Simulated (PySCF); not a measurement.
**CH2BF3 (SMILES BC(F)(F)F) at 5 levels**

Wanted: a comparison of 5 runs (HF/def2-SVP, HF/cc-pVTZ, B3LYP/6-31G*, PBE0/def2-SVP, BLYP/def2-SVPD) of CH2BF3. The job is set up through a Python script.

The results are computed with PySCF 2.14.0.

### 1 Starting point

The species is CH2BF3 (7 atoms), meant as a singlet with charge 0. As SMILES, `BC(F)(F)F`. Geometry: relaxed at PBE0-D4/def2-TZVP.

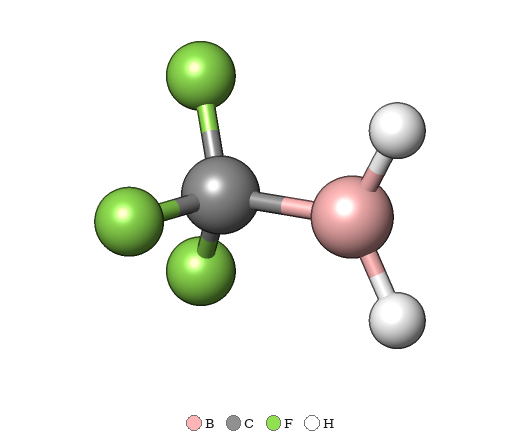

The structure, seen from a chosen angle (boron pink, carbon grey, fluorine green, hydrogen white).

### 2 Energy and forces at HF/def2-SVP (run 1)

job.py

```python
from pyscf import gto

molecule = gto.Mole()
molecule.atom = '''
B       -0.646000       0.517900      -0.478700
C        0.401500      -0.396900       0.305300
F        0.019900      -0.762700       1.536900
F        0.761000      -1.518100      -0.335100
F        1.515900       0.364200       0.439400
H       -1.356400       1.230500       0.153100
H       -0.634600       0.497100      -1.666700
'''
molecule.basis = 'def2-svp'
molecule.max_memory = 1860
molecule.verbose = 4
molecule.build()

mf = molecule.RHF()
mf.conv_tol = 1e-10
mf.kernel()
if not mf.converged:
    mf = mf.newton().run(mf.mo_coeff, mf.mo_occ)

energy = mf.e_tot
print('Final energy', energy)
grad = mf.nuc_grad_method().kernel()
dip = mf.dip_moment()
pop, q = mf.mulliken_pop()
```

The run is started by

```sh
$ OMP_NUM_THREADS=1 python job.py
```

Output:

```text
PySCF version 2.14.0

[... 63 lines left out ...]
converged SCF energy = -361.722747102709
Final energy -361.72274710270926
[... 13 lines left out ...]
Dipole moment(X, Y, Z, Debye): -1.69782,  1.09275, -1.11273
[... 88 lines left out ...]
charge of    6H =     -0.04925
```

It took 10 s on 1 thread of Intel Xeon at 2.50GHz (Skylake/Cascade Lake), shared host; peak memory 0.16 GiB.

### 3 Energy and gradient at HF/cc-pVTZ (run 2)

start.xyz

```xyz
7

B     -0.646000     0.517900    -0.478700
C      0.401500    -0.396900     0.305300
F      0.019900    -0.762700     1.536900
F      0.761000    -1.518100    -0.335100
F      1.515900     0.364200     0.439400
H     -1.356400     1.230500     0.153100
H     -0.634600     0.497100    -1.666700
```

job.py

```python
import pyscf.grad
from pyscf import gto

system = gto.M(
    atom='start.xyz',
    max_memory=1860,
    charge=0,
    basis='cc-pvtz',
    verbose=3,
    spin=0,
)

mf = system.RHF()
mf.conv_tol = 1e-10
mf.kernel()
if not mf.converged:
    mf = mf.newton().run(mf.mo_coeff, mf.mo_occ)

energy = mf.e_tot
print('E(%s) = %.9f' % ('HF', energy))
grad = mf.Gradients().kernel()
mf.analyze()
```

The run is started by

```sh
$ OMP_NUM_THREADS=1 python job.py
```

Output:

```text
converged SCF energy = -362.151116380577
[... 21 lines left out ...]
MO #10  energy= -0.844742383483238 occ= 2
[... 20 lines left out ...]
MO #31  energy= 0.489185778472528  occ= 0
[... 20 lines left out ...]
MO #52  energy= 1.14868243579127   occ= 0
[... 20 lines left out ...]
MO #73  energy= 2.09519703514572   occ= 0
[... 20 lines left out ...]
MO #94  energy= 2.98833895262023   occ= 0
[... 20 lines left out ...]
MO #115 energy= 4.03381399444622   occ= 0
[... 20 lines left out ...]
MO #136 energy= 6.49538887804702   occ= 0
[... 20 lines left out ...]
MO #157 energy= 8.07007197352117   occ= 0
[... 20 lines left out ...]
MO #178 energy= 12.5928312243674   occ= 0
[... 8 lines left out ...]
Dipole moment(X, Y, Z, Debye): -1.60613,  1.04668, -1.05786
```

Run time: 2.1 min. Hardware: 1 thread of Intel Xeon at 2.50GHz (Skylake/Cascade Lake), shared host; peak memory 1.1 GiB.

### 4 Energy and gradient at B3LYP/6-31G(d) (spherical functions) (run 3)

start.xyz is that of step 3.

job.py

```python
from pyscf import gto, dft

system = gto.M(
    atom='start.xyz',
    basis='6-31g*',
    verbose=4,
    max_memory=1860,
    charge=0,
)

ks = dft.RKS(system)
ks.xc = 'b3lyp'
ks.grids.level = 5
ks.conv_tol = 1e-10
ks.kernel()
if not ks.converged:
    ks = ks.newton().run(ks.mo_coeff, ks.mo_occ)

e_tot = ks.e_tot
print('E(%s) = %.9f' % ('B3LYP', e_tot))
grad = ks.nuc_grad_method().kernel()
ks.analyze()
```

The run is started by

```sh
$ OMP_NUM_THREADS=1 python job.py
```

Output:

```text
PySCF version 2.14.0

[... 75 lines left out ...]
converged SCF energy = -363.647733309853
[... 27 lines left out ...]
MO #4   energy= -10.4059109213798  occ= 2
[... 9 lines left out ...]
MO #14  energy= -0.456559049682469 occ= 2
[... 9 lines left out ...]
MO #24  energy= 0.16730012436405   occ= 0
[... 9 lines left out ...]
MO #34  energy= 0.653117848534411  occ= 0
[... 9 lines left out ...]
MO #44  energy= 1.32477520850109   occ= 0
[... 9 lines left out ...]
MO #54  energy= 1.74970207283628   occ= 0
[... 9 lines left out ...]
MO #64  energy= 2.07774283264377   occ= 0
[... 9 lines left out ...]
MO #74  energy= 3.08087793648524   occ= 0
[... 84 lines left out ...]
Dipole moment(X, Y, Z, Debye): -1.13905,  0.76788, -0.76048
```

Wall time 40 s (1 thread of Intel Xeon at 2.50GHz (Skylake/Cascade Lake), shared host); peak memory 0.73 GiB.

Run 4 isn't shown in full; the table further down has it.

### 5 Energy and forces at BLYP/def2-SVPD (run 5)

job.py

```python
from pyscf import gto, dft

mol = gto.M(
    atom=[
    ('B', (-0.646000, 0.517900, -0.478700)),
    ('C', (0.401500, -0.396900, 0.305300)),
    ('F', (0.019900, -0.762700, 1.536900)),
    ('F', (0.761000, -1.518100, -0.335100)),
    ('F', (1.515900, 0.364200, 0.439400)),
    ('H', (-1.356400, 1.230500, 0.153100)),
    ('H', (-0.634600, 0.497100, -1.666700)),
],
    verbose=3,
    max_memory=1860,
    basis='def2-svpd',
)

ks = dft.RKS(mol, xc='blyp')
ks.conv_tol = 1e-10
ks.grids.level = 5
ks.kernel()
if not ks.converged:
    ks = ks.newton().run(ks.mo_coeff, ks.mo_occ)

e_final = ks.e_tot
print('Final energy', e_final)
grad = ks.nuc_grad_method().kernel()
dip = ks.dip_moment()
pop, q = ks.mulliken_pop()
```

The run is started by

```sh
$ OMP_NUM_THREADS=1 python job.py
```

Output:

```text
converged SCF energy = -363.352553347476
Final energy -363.3525533474759
[... 10 lines left out ...]
Dipole moment(X, Y, Z, Debye): -1.27530,  0.89402, -0.86540
[... 133 lines left out ...]
charge of    6H =      0.47462
```

Wall time 76 s (1 thread of Intel Xeon at 2.50GHz (Skylake/Cascade Lake), shared host); peak memory 1.3 GiB.

### 6 The series

```tsv
run	level	integration grid	energy (Eh)	dipole moment (D)	HOMO energy (eV)	LUMO energy (eV)	wall time
1	HF/def2-SVP	–	-361.722747	2.31	-14.42	1.09	10 s
2	HF/cc-pVTZ	–	-362.151116	2.19	-14.28	1.02	2.1 min
3	B3LYP/6-31G* (spherical functions)	5	-363.647733	1.57	-9.38	-2.53	40 s
4	PBE0/def2-SVP	5	-363.013127	1.76	-9.98	-2.64	42 s
5	BLYP/def2-SVPD	5	-363.352553	1.78	-8.55	-3.74	76 s
```

### 7 Summary of results

| quantity | value |
| --- | --- |
| run 5: total energy | -363.35255 Eh |
| run 5: dipole moment | 1.78 D |
| run 5: HOMO energy | -8.55 eV |
| run 5: LUMO energy | -3.74 eV |
| run 5: HOMO–LUMO gap | 4.82 eV |
| run 5: largest force on an atom | 1.380 eV/Å |

In words: The dipole moment (its size) runs from 1.57 D (B3LYP/6-31G*) to 2.31 D (HF/def2-SVP). The two ends differ in method and basis. The HOMO–LUMO gap runs from 4.82 eV (BLYP/def2-SVPD) to 15.51 eV (HF/def2-SVP). Totals of different functionals can't be ranked against each other. All runs together took 4.9 min, the longest 2.1 min.
